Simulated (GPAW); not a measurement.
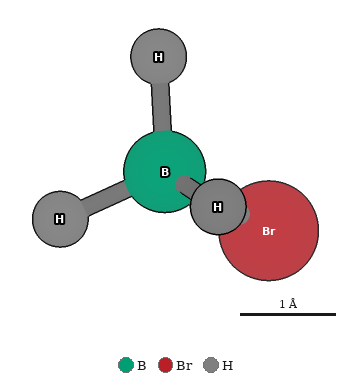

The structure as given in the input (ball-and-stick view, seen at an oblique angle). Bond lengths as drawn: B–Br 2.03 Å and B–H 1.21 Å.

BH3Br (charge −1): property calculation

- system: BH3Br, charge −1, SMILES [H][B-]([H])([H])Br
- method: PBE/plane waves, scalar-relativistic datasets (GPAW 26.7.0)

The geometry comes from this level: GFN2-xTB.

**Log**
```
__  _  _
 | _ |_)|_||  |
 |__||  | ||/\| - 26.7.0

units:  Angstrom and eV
cores:  1
OpenMP: False

Versions:
  Python: 3.12.14
  ASE:    3.29.0
  Numpy:  2.5.5
  Scipy:  1.18.1
  Libxc:  7.0.0

        _gpaw.cpython-312-aarch64-linux-gnu.so

Input parameters:
  mode=PW(ecut=450.00000000000006),
  charge=-1,
  maxiter=100,
  xc=XC(name='PBE')

Diagonalizing LCAO Hamiltonian
Converting LCAO to pw mode
         .--------------------------------.
        /|                                |
       / |                                |
      /  |                                |
     /   |                                |
    /    |                                |
   /     |                                |
  /      |                                |
 *       |                                |
 |       |                                |
 |       |                                |
 |       |        HH                      |
 |       |         B    Br                |
 |       |                                |
 |       |        H                       |
 |       |                                |
 |       .--------------------------------.
 |      /                                /
 |     /                                /
 |    /                                /
 |   /                                /
 |  /                                /
 | /                                /
 |/                                /
 *--------------------------------*

Atoms  # Å, Bohr magnetons
|   | symbol |        x |        y |        z |    initial magnetic moments |
|---|--------|----------|----------|----------|-----------------------------|
| 0 |      B | 5.870881 | 6.075968 | 6.499448 | ( 0.0000,  0.0000,  0.0000) |
| 1 |     Br | 7.899002 | 6.075968 | 6.499448 | ( 0.0000,  0.0000,  0.0000) |
| 2 |      H | 5.506105 | 7.231139 | 6.499448 | ( 0.0000,  0.0000,  0.0000) |
| 3 |      H | 5.503866 | 5.500000 | 7.500156 | ( 0.0000,  0.0000,  0.0000) |
| 4 |      H | 5.500000 | 5.500985 | 5.500000 | ( 0.0000,  0.0000,  0.0000) |

Unit cell  # Å
| periodic |         x |         y |         z |   lengths |    angles |
|----------|-----------|-----------|-----------|-----------|-----------|
|       no | 13.399002 |  0.000000 |  0.000000 | 13.399002 | 90.000000 |
|       no |  0.000000 | 12.731139 |  0.000000 | 12.731139 | 90.000000 |
|       no |  0.000000 |  0.000000 | 13.000156 | 13.000156 | 90.000000 |

Number of symmetries: 1
Symmetry operations  # r_c * U_cc + t_c -> r_c
|   | kind |            matrix            |
|---|------|------------------------------|
| 0 |  E   |  1, 0, 0,  0, 1, 0,  0, 0, 1 |

BZ-sampling:
  Number of BZ points: 1
  Number of IBZ points: 1

  Monkhorst-Pack size: [1, 1, 1]
  Monkhorst-Pack shift: [0, 0, 0]

K-points  # in reciprocal-cell coordinates
|   |                                coordinates |     weight |
|---|--------------------------------------------|------------|
| 0 | (  0.00000000,   0.00000000,   0.00000000) | 1.00000000 |

Plane wave coefficients: 24004
Cutoff: 450.00000000000006 eV

Spin-components: 1 (collinear spins)
Bands:           11
Projectors:      19
Spin-degeneracy: 2
Datatype:        float64

  Storage: CPU
  Wave functions: 4_224_704 bytes (4_224_704 per core)
  Projectors: 10_369_728 bytes (10_369_728 per core)

Parallelization:
  kpt:    1
  domain: 1
  band:   1

Density:
  Valence electrons: 13.0
  Components: 1
  Grid points: [70 63 64]
  Charge: -1.0  # |e|

Potential:
  Grid points: [70 63 64]

species:
  B:
    name:    Boron
    Z:       5.0
    valence: 3
    core:    2
    charge:  0.0  # [|e|]
    file:    B.PBE.gz
    compensation charges:
      type: gauss
      rc: 0.20  # [Å]
      lmax: 2
    cutoffs:
      filter: 1.14  # [Å]
      core: 1.38  # [Å]
    projectors
    | kind |    occ | energy [eV] | rcut [Å] |
    |------|--------|-------------|----------|
    |   2s |  2.000 |      -9.443 |    0.635 |
    |   2p |  1.000 |      -3.606 |    0.635 |
    |    s |        |      17.768 |    0.635 |
    |    p |        |      23.605 |    0.635 |
    |    d |        |       0.000 |    0.635 |

    Using partial waves for B as LCAO basis

  Br:
    name:    Bromine
    Z:       35.0
    valence: 7
    core:    28
    charge:  0.0  # [|e|]
    file:    Br.PBE.gz
    compensation charges:
      type: gauss
      rc: 0.35  # [Å]
      lmax: 2
    cutoffs:
      filter: 1.98  # [Å]
      core: 2.38  # [Å]
    projectors
    | kind |    occ | energy [eV] | rcut [Å] |
    |------|--------|-------------|----------|
    |   4s |  2.000 |     -20.121 |    1.111 |
    |   4p |  5.000 |      -7.861 |    1.111 |
    |    s |        |       7.091 |    1.111 |
    |    p |        |      19.351 |    1.111 |
    |    d |        |       0.000 |    1.111 |

    Using partial waves for Br as LCAO basis

  H:
    name:    Hydrogen
    Z:       1.0
    valence: 1
    core:    0
    charge:  0.0  # [|e|]
    file:    H.PBE.gz
    compensation charges:
      type: gauss
      rc: 0.15  # [Å]
      lmax: 2
    cutoffs:
      filter: 0.85  # [Å]
      core: 0.53  # [Å]
    projectors
    | kind |    occ | energy [eV] | rcut [Å] |
    |------|--------|-------------|----------|
    |   1s |  1.000 |      -6.494 |    0.476 |
    |    s |        |      20.717 |    0.476 |
    |    p |        |       0.000 |    0.476 |

    Using partial waves for H as LCAO basis

Reference energy: -71609.207783  # eV

eigensolver:
  PPCG
  Converge bands: occupied
  niter=2

density mixing:
  MSR1-Mixer
  Pratt-step length: 0.05
  Maximum mixing coefficient: 0.75
  Old densities: 10
  SVD Regularization: 0.005
  Good broyden scale: 1.0
  Trust region scale: 1.0
  Backstep threshold: 4.0
  History deletion threshold: 6.0
  Fourier metric: weight=20.0, sigma=0.015

occupation numbers:
  # Zero width

poisson solver:
  ecut: 3600.0000000000005  # eV
  # using Gaussian-shaped compensation charge: e^(-alpha r^2)
  alpha: 0.07956342313991777   # bohr^-2
xc functional:
  name: PBE with 2 nearest neighbor stencil

Initialization done in: 1.538 s

convergence criteria:
- Maximum [total energy] change in last 3 cyles: 0.0005 eV / valence electron
- Maximum integral of absolute [dens]ity change: 0.0001 electrons / valence electron
- Maximum integral of absolute [eigenst]ate change: 4e-08 eV^2 / valence electron
maximum number of iterations: 100

SCF iterations
|iter     |     time |      energy | eigst |  dens |
|---------|----------|-------------|-------|-------|
|iter:   1| 00:00:02 |  -21.319345 | +0.14 |       |
|iter:   2| 00:00:03 |  -21.292748 | -1.32 | -0.81 |
|iter:   3| 00:00:05 |  -20.889937 | -1.40 | -0.84 |
|iter:   4| 00:00:06 |  -20.872600 | -1.98 | -1.42 |
|iter:   5| 00:00:07 |  -20.873437 | -2.98 | -1.78 |
|iter:   6| 00:00:08 |  -20.875201c| -4.08 | -2.07 |
|iter:   7| 00:00:10 |  -20.875250c| -5.18 | -2.77 |
|iter:   8| 00:00:11 |  -20.875256c| -6.00 | -3.27 |
|iter:   9| 00:00:12 |  -20.875256c| -7.28 | -3.94 |
|iter:  10| 00:00:13 |  -20.875256c| -8.28c| -4.34c|

Converged in 10 steps
SCF loop duration: 11.634 s (1.163 s/step)
Energy contributions relative to reference atoms: (reference = -71609.207783)

Energy contributions:
  Kinetic:          24.975756
  Coulomb:         -22.497889
  Zero:             -0.027999
  External:          0.000000
  Xc:              -23.325124
  Entropy:           0.000000
  Spinorbit:         0.000000
  ----------------------------
  Free energy:     -20.875256
  Extrapolated:    -20.875256

dipole moment: (-6.721058, -6.071441, -6.499589)  # |e|*Ang

Fermi level: 0.780
Eigenvalues  # (at kpt = [0.000, 0.000, 0.000])
| band index |      eig [eV] | occ [0-2] |
|------------|---------------|-----------|
|          0 |       -13.606 |     2.000 |
|          1 |        -6.326 |     2.000 |
|          2 |        -2.400 |     2.000 |
|          3 |        -2.395 |     2.000 |
|          4 |        -2.249 |     2.000 |
|          5 |        -0.470 |     2.000 |
|          6 |        -0.465 |     2.000 |
|          7 |         2.025 |     0.000 |
|          8 |         2.894 |     0.000 |
|          9 |         2.903 |     0.000 |
|         10 |         2.950 |     0.000 |

Gap: 2.490 eV
Transition (v -> c):
  (s=0, k=0, n=6, [0.00, 0.00, 0.00]) -> (s=0, k=0, n=7, [0.00, 0.00, 0.00])
No difference between direct/indirect transitions
vacuum-level: 1.932  # V
Energy                  -20.87526 eV

Forces  # eV/Ang
|        x |        y |        z |
|----------|----------|----------|
| -0.93453 |  0.01491 |  0.00883 |  # B    0
|  1.13010 | -0.00981 | -0.00466 |  # Br   1
| -0.06866 |  0.29555 |  0.00298 |  # H    2
| -0.06636 | -0.15094 |  0.25546 |  # H    3
| -0.05958 | -0.15844 | -0.26262 |  # H    4

Force computation time: 0.963  # s
Forces (eV/Ang)
B    -0.9345    0.0149    0.0088
Br    1.1301   -0.0098   -0.0047
H    -0.0687    0.2956    0.0030
H    -0.0664   -0.1509    0.2555
H    -0.0596   -0.1584   -0.2626
HOMO: -0.465 eV
LUMO = 2.025 eV
Gap: 2.490 eV
```

The run was set up as follows.

**Input file (run.py)**
```python
from ase.io.zmatrix import parse_zmatrix
from gpaw import GPAW, PW

molecule = parse_zmatrix("""
B
Br 1 2.028121
H 1 1.211396 2 107.5249
H 1 1.211551 3 111.23009 2 117.61159
H 1 1.21122 3 111.12945 4 124.59485
""")
molecule.center(vacuum=5.5)

dft = GPAW(mode=PW(450), xc='PBE', charge=-1, maxiter=100, txt='-')
molecule.calc = dft

energy = molecule.get_potential_energy()
print(f'Energy                  {energy:.5f} eV')
forces = molecule.get_forces()
print('Forces (eV/Ang)')
for symbol, f in zip(molecule.symbols, forces):
    print(f'{symbol:2} {f[0]:9.4f} {f[1]:9.4f} {f[2]:9.4f}')
homo, lumo = dft.get_homo_lumo()
print(f'HOMO: {homo:.3f} eV')
print(f'LUMO = {lumo:.3f} eV')
print(f'Gap: {lumo - homo:.3f} eV')
```

Run as:
```bash
python3 -u run.py | tee run.out
```

**Results in brief**

```csv
quantity,value
outcome,converged
energy relative to the program's reference atoms,−20.8753 eV
largest force,1.130 eV/Å
hardware,"1 thread of Arm Neoverse V1, 112 GiB of memory available, shared host"
wall time,15 s
peak memory,0.61 GiB
```
